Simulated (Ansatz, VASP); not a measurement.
## SnO2 (Cassiterite) in two plane-wave programs

Wanted: the spread between two codes on one cell, functional and k mesh. The cell is taken from a series of VASP runs on this material, whose earlier steps may have relaxed, scaled or displaced it; both programs get it as it stands. Other levels of theory on this material are compared in a session of their own. Valence electrons are named where the data sets of a main pair hold unlike numbers.

Calculated with Ansatz 0.2.0; plane waves, with VASP 6.6.1 beside it; band structure at LDA, spin-orbit coupling.

### Step 1. Set-up

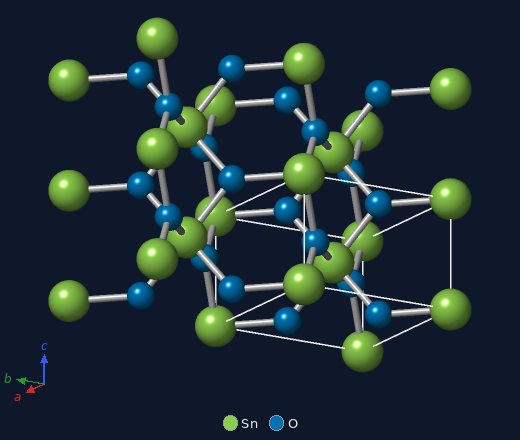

The cell as given, from a free direction (tin green, oxygen blue). 1×2×2 cells are drawn. Some periodic images of atoms are drawn too.

As a file:

```xyz
6
Lattice="4.7380 0.0000 0.0000 0.0000 4.7380 0.0000 0.0000 0.0000 3.1865" Properties=species:S:1:pos:R:3 pbc="T T T"
Sn    2.3690    2.3690    1.5933
Sn    0.0000    0.0000    0.0000
O     3.8185    0.9195    1.5933
O     3.2885    3.2885    0.0000
O     0.9195    3.8185    1.5933
O     1.4495    1.4495    0.0000
```

### Step 2. VASP: band structure, LDA, spin-orbit coupling

The same path points are solved in both programs, so levels can be compared one by one.

Lines of VASP's logs that name or quote its potential files are left out, and so is its time.

Input file INCAR:

```
SYSTEM = SnO2
PREC = Accurate
ENCUT = 460
EDIFF = 1E-06
NELM = 100
ISMEAR = 0
SIGMA = 0.03
LREAL = .FALSE.
ALGO = Normal
GGA = CA
LNONCOLLINEAR = .TRUE.
MAGMOM = 0 0 0 0 0 0 0 0 0 0 0 0 0 0 0 0 0 0
NBANDS = 64
GGA_COMPAT = .FALSE.
LASPH = .TRUE.
LSORBIT = .TRUE.
LORBIT = 11
LWAVE = .FALSE.
LCHARG = .FALSE.
KPAR = 8
```

Input file POSCAR:

```
SnO2
1.0
    4.7380000000      0.0000000000      0.0000000000
    0.0000000000      4.7380000000      0.0000000000
    0.0000000000      0.0000000000      3.1865000000
Sn O
2 4
Direct
    0.5000000000      0.5000000000      0.5000000000
    0.0000000000      0.0000000000      0.0000000000
    0.8059385347      0.1940614653      0.5000000000
    0.6940614653      0.6940614653      0.0000000000
    0.1940614653      0.8059385347      0.5000000000
    0.3059385347      0.3059385347      0.0000000000
```

Input file KPOINTS:

```
Automatic mesh
0
Gamma
6 6 6
0 0 0
```

Input file KPOINTS_OPT:

```
Line mode
8
Line-mode
Reciprocal
  0.00000000   0.00000000   0.00000000 GAMMA
  0.00000000   0.50000000   0.00000000 X

  0.00000000   0.50000000   0.00000000 X
  0.50000000   0.50000000   0.00000000 M

  0.50000000   0.50000000   0.00000000 M
  0.00000000   0.00000000   0.00000000 GAMMA

  0.00000000   0.00000000   0.00000000 GAMMA
  0.00000000   0.00000000   0.50000000 Z

  0.00000000   0.00000000   0.50000000 Z
  0.00000000   0.50000000   0.50000000 R

  0.00000000   0.50000000   0.50000000 R
  0.50000000   0.50000000   0.50000000 A

  0.50000000   0.50000000   0.50000000 A
  0.00000000   0.00000000   0.50000000 Z

  0.00000000   0.50000000   0.00000000 X
  0.00000000   0.50000000   0.50000000 R

  0.50000000   0.50000000   0.00000000 M
  0.50000000   0.50000000   0.50000000 A
```

PAW data sets: Sn_d and O (LDA family, release 64).

The run is started by

```sh
mpirun -np 8 vasp_ncl
```

Numbers of over 12 decimals in the logs are rounded to 6 here.

The log of the run:

```text
[banner, memory and clock lines left out]
running    8 mpi-ranks, on    1 nodes
 distrk:  each k-point on    1 cores,    8 groups
 distr:  one band on    1 cores,    1 groups

 POSCAR found type information on POSCAR SnO
 POSCAR found :  2 types and       6 ions
|                                                                             |
|           W    W    AA    RRRRR   N    N  II  N    N   GGGG   !!!           |
|           W    W   A  A   R    R  NN   N  II  NN   N  G    G  !!!           |
|           W    W  A    A  R    R  N N  N  II  N N  N  G       !!!           |
|           W WW W  AAAAAA  RRRRR   N  N N  II  N  N N  G  GGG   !            |
|           WW  WW  A    A  R   R   N   NN  II  N   NN  G    G                |
|           W    W  A    A  R    R  N    N  II  N    N   GGGG   !!!           |
|                                                                             |
|     For optimal performance we recommend to set                             |
|       NCORE = 2 up to number-of-cores-per-socket                            |
|     NCORE specifies how many cores store one orbital (NPAR=cpu/NCORE).      |
|     This setting can greatly improve the performance of VASP for DFT.       |
|     The default, NCORE=1 might be grossly inefficient on modern             |
|     multi-core architectures or massively parallel machines. Do your        |
|     Unfortunately you need to use the default for GW and RPA                |
|     calculations (for HF NCORE is supported but not extensively tested      |
|     yet).                                                                   |
|                                                                             |

 LDA part: xc-table for (Slater(with rela. corr.)+CA(PZ))
 , standard interpolation
 POSCAR, INCAR and KPOINTS ok, starting setup
 FFT: planning ... GRIDC
 FFT: planning ... GRID_SOFT
 FFT: planning ... GRID
 WAVECAR not read
 entering main loop
       N       E                     dE             d eps       ncg     rms          rms(c)
DAV:   1     0.753807298713E+03    0.75381E+03   -0.22331E+04  5952   0.240E+03
DAV:   2     0.110932676108E+03   -0.64287E+03   -0.61016E+03  5456   0.754E+02
DAV:   3    -0.361442951407E+02   -0.14708E+03   -0.14410E+03  5536   0.269E+02
DAV:   4    -0.481218500106E+02   -0.11978E+02   -0.11852E+02  6352   0.865E+01
DAV:   5    -0.484873783349E+02   -0.36553E+00   -0.36454E+00  6096   0.155E+01    0.157E+01
DAV:   6    -0.423883485127E+02    0.60990E+01   -0.20648E+01  8272   0.715E+01    0.602E+00
DAV:   7    -0.424635051397E+02   -0.75157E-01   -0.24375E+00  5752   0.950E+00    0.333E+00
DAV:   8    -0.423911648606E+02    0.72340E-01   -0.34427E-01  7392   0.586E+00    0.108E+00
DAV:   9    -0.423719679000E+02    0.19197E-01   -0.48052E-02  7632   0.338E+00    0.348E-01
DAV:  10    -0.423717397455E+02    0.22815E-03   -0.11638E-02  8000   0.109E+00    0.126E-01
DAV:  11    -0.423716933557E+02    0.46390E-04   -0.25235E-03  7352   0.566E-01    0.371E-02
DAV:  12    -0.423716818987E+02    0.11457E-04   -0.16250E-04  7216   0.196E-01    0.823E-03
DAV:  13    -0.423716850547E+02   -0.31560E-05   -0.28269E-05  6920   0.409E-02    0.855E-03
DAV:  14    -0.423716843855E+02    0.66923E-06   -0.23754E-06  5312   0.208E-02
   1 F= -.42371684E+02 E0= -.42371684E+02  d E =-.161072E-16  mag=    -0.0000    -0.0000    -0.0000
 Start KPOINTS_OPT (optional k-point list driver)
k-point batch [1-40\72]
       N       E                     dE             ncg
DAV:   1     0.197289229147E+05   -0.14095E+05     5968
DAV:   2    -0.571499283331E+04   -0.25444E+05     5344
DAV:   3    -0.115302521495E+05   -0.58153E+04     5648
DAV:   4    -0.120036055910E+05   -0.47335E+03     6208
DAV:   5    -0.120183989623E+05   -0.14793E+02     6048
DAV:   6    -0.120191794918E+05   -0.78053E+00     7688
DAV:   7    -0.120191910428E+05   -0.11551E-01     6504
DAV:   8    -0.120191914000E+05   -0.35718E-03     7736
DAV:   9    -0.120191914031E+05   -0.31077E-05     4480
DAV:  10    -0.120191914035E+05   -0.35028E-06     3792
k-point batch [41-72\72]
       N       E                     dE             ncg
DAV:   1     0.290711446779E+05   -0.36162E+05     4776
DAV:   2     0.900236760601E+04   -0.20069E+05     4272
DAV:   3     0.441256713395E+04   -0.45898E+04     4408
DAV:   4     0.403962173108E+04   -0.37295E+03     5104
DAV:   5     0.402836475375E+04   -0.11257E+02     4904
DAV:   6     0.402777761888E+04   -0.58713E+00     6088
DAV:   7     0.402776806436E+04   -0.95545E-02     5352
DAV:   8     0.402776778334E+04   -0.28102E-03     6112
DAV:   9     0.402776778073E+04   -0.26077E-05     3640
DAV:  10     0.402776778043E+04   -0.30623E-06     3192
```

From OUTCAR (step 2):

```text
ion  position               nearest neighbor table
   1  0.500  0.500  0.500-   3 2.05   5 2.05   4 2.06   6 2.06   4 2.06   6 2.06   2 3.71   2 3.71
                             2 3.71   2 3.71   2 3.71   2 3.71   2 3.71   2 3.71
   2  0.000  0.000  0.000-   4 2.05   6 2.05   5 2.06   3 2.06   3 2.06   5 2.06   1 3.71   1 3.71
                             1 3.71   1 3.71   1 3.71   1 3.71   1 3.71   1 3.71
   3  0.806  0.194  0.500-   1 2.05   2 2.06   2 2.06
   4  0.694  0.694  0.000-   2 2.05   1 2.06   1 2.06
   5  0.194  0.806  0.500-   1 2.05   2 2.06   2 2.06
   6  0.306  0.306  0.000-   2 2.05   1 2.06   1 2.06

  LATTYP: Found a simple tetragonal cell.
 ALAT       =     4.7380000000
 C/A-ratio  =     0.6725411566

 Subroutine GETGRP returns: Found 16 space group operations
 (whereof  8 operations were pure point group operations)

The static configuration has the point symmetry D_2h.
 The point group associated with its full space group is D_4h.

 Found     40 irreducible k-points:

   k-points           NKPTS =     40   k-points in BZ     NKDIM =     40   number of bands    NBANDS=     64

   dimension x,y,z NGX =    36 NGY =   36 NGZ =   24
   dimension x,y,z NGXF=    72 NGYF=   72 NGZF=   48

   ENCUT  =  460.0 eV  33.81 Ry    5.81 a.u.   8.29  8.29  5.57*2*pi/ulx,y,z

   NELECT =      52.0000    total number of electrons

 k-points in reciprocal lattice and weights: Automatic mesh
   0.00000000  0.00000000  0.00000000       0.005
   0.16666667  0.00000000  0.00000000       0.019
   0.33333333  0.00000000  0.00000000       0.019
   0.50000000  0.00000000  0.00000000       0.009
   0.16666667  0.16666667  0.00000000       0.019
   0.33333333  0.16666667  0.00000000       0.037
   0.50000000  0.16666667  0.00000000       0.019
   0.33333333  0.33333333  0.00000000       0.019
   0.50000000  0.33333333  0.00000000       0.019
[...]
0.50000000  0.33333333  0.50000000       0.019
   0.50000000  0.50000000  0.50000000       0.005

 average (electrostatic) potential at core
       1 -99.2015       2 -99.2015       3 -69.0102       4 -69.0102       5 -69.0102
       6 -69.0102

 E-fermi :   6.0287

 k-point     1 :       0.0000    0.0000    0.0000
  band No.  band energies     occupation
    ...
     48       5.0427      1.00000
     49       5.0677      1.00000
     50       5.0677      1.00000
     51       5.8665      1.00000
     52       5.8665      1.00000
     53       7.0144      0.00000
     54       7.0144      0.00000
     55      11.8280      0.00000
     56      11.8280      0.00000
     57      11.8318      0.00000
    ...

 k-point     2 :       0.1667    0.0000    0.0000
  band No.  band energies     occupation
    ...
     48       4.6198      1.00000
     49       5.0756      1.00000
     50       5.0756      1.00000
     51       5.7211      1.00000
     52       5.7211      1.00000
     53       7.7075      0.00000
     54       7.7075      0.00000
     55      11.5828      0.00000
     56      11.5828      0.00000
     57      12.0230      0.00000
    ...

 k-point     3 :       0.3333    0.0000    0.0000
  band No.  band energies     occupation
    ...
     48       4.6394      1.00000
     49       5.1281      1.00000
     50       5.1281      1.00000
     51       5.4102      1.00000
     52       5.4102      1.00000
     53       8.9511      0.00000
     54       8.9511      0.00000
     55      11.0805      0.00000
     56      11.0805      0.00000
     57      12.3778      0.00000
    ...

  Total       -0.5278157     -0.5278157      0.0197516      0.0000000      0.0000000      0.0000000
  in kB      -11.8219423    -11.8219423      0.4423944      0.0000000      0.0000000      0.0000000
  external PRESSURE =      -7.7338301 kB  Pullay stress =       0.0000000 kB

  energy-cutoff  :      460.00
  volume of cell :       71.53
      direct lattice vectors                 reciprocal lattice vectors
     4.738000000  0.000000000  0.000000000     0.211059519  0.000000000  0.000000000
     0.000000000  4.738000000  0.000000000     0.000000000  0.211059519  0.000000000
     0.000000000  0.000000000  3.186500000     0.000000000  0.000000000  0.313823945

 POSITION                                       TOTAL-FORCE (eV/Angst)
 -----------------------------------------------------------------------------------
      2.36900      2.36900      1.59325         0.000000      0.000000      0.000000
      0.00000      0.00000      0.00000         0.000000      0.000000      0.000000
      3.81854      0.91946      1.59325         0.000902     -0.000902     -0.000000
      3.28846      3.28846      0.00000        -0.000902     -0.000902      0.000000
      0.91946      3.81854      1.59325        -0.000902      0.000902      0.000000
      1.44954      1.44954      0.00000         0.000902      0.000902     -0.000000
 -----------------------------------------------------------------------------------
    total drift:                                0.000000      0.000000      0.000000

  FREE ENERGIE OF THE ION-ELECTRON SYSTEM (eV)
  ---------------------------------------------------
  free  energy   TOTEN  =       -42.3716843855 eV

  energy  without entropy=      -42.3716843855  energy(sigma->0) =      -42.37168439

 Spin-Orbit-Coupling matrix elements
 Ion:    1  E_soc:     -0.0774747
 Ion:    2  E_soc:     -0.0774747
 Ion:    3  E_soc:     -0.0003620
 Ion:    4  E_soc:     -0.0003620
 Ion:    5  E_soc:     -0.0003620
 Ion:    6  E_soc:     -0.0003620

 total charge
# of ion       s       p       d       tot
------------------------------------------
    1        0.893   1.126  10.389  12.408
    2        0.893   1.126  10.389  12.408
    3        1.556   3.495   0.000   5.051
    4        1.556   3.495   0.000   5.051
    5        1.556   3.495   0.000   5.051
    6        1.556   3.495   0.000   5.051
--------------------------------------------------
tot          8.012  16.231  20.779  45.022

 magnetization (x)
# of ion       s       p       d       tot
------------------------------------------
    1        0.000   0.000   0.000   0.000
    2        0.000   0.000   0.000   0.000
    3        0.000   0.000   0.000   0.000
    4        0.000   0.000   0.000   0.000
    5        0.000   0.000   0.000   0.000
    6        0.000   0.000   0.000   0.000
--------------------------------------------------
tot          0.000   0.000   0.000   0.000

 magnetization (y)
# of ion       s       p       d       tot
------------------------------------------
    1        0.000   0.000   0.000   0.000
    2        0.000   0.000   0.000   0.000
    3        0.000   0.000   0.000   0.000
    4        0.000   0.000   0.000   0.000
    5        0.000   0.000   0.000   0.000
    6        0.000   0.000   0.000   0.000
--------------------------------------------------
tot          0.000   0.000   0.000   0.000

 magnetization (z)
# of ion       s       p       d       tot
------------------------------------------
    1       -0.000   0.000   0.000  -0.000
    2        0.000   0.000   0.000   0.000
    3        0.000   0.000   0.000   0.000
    4        0.000   0.000   0.000   0.000
    5        0.000   0.000   0.000   0.000
    6        0.000   0.000   0.000   0.000
--------------------------------------------------
tot         -0.000   0.000   0.000  -0.000

[... 3 further parts left out ...]
```

The run ends at a pressure of -0.77 GPa, with forces up to 0.0013 eV/Å.

[end of part 1 of 2]

[Lines on the potential files, build, host, timing and source positions are cut from VASP's logs without a mark.]

[Logs are printed without paths, hosts, clocks, repeated set-up lines and the standing remarks that a program may print on its own settings, such as how far it seeks lower states.]

[Hosts, paths, dates, database ids (printed as entryN), source tags and the programs' standing remarks are cut or masked in the printed files.]
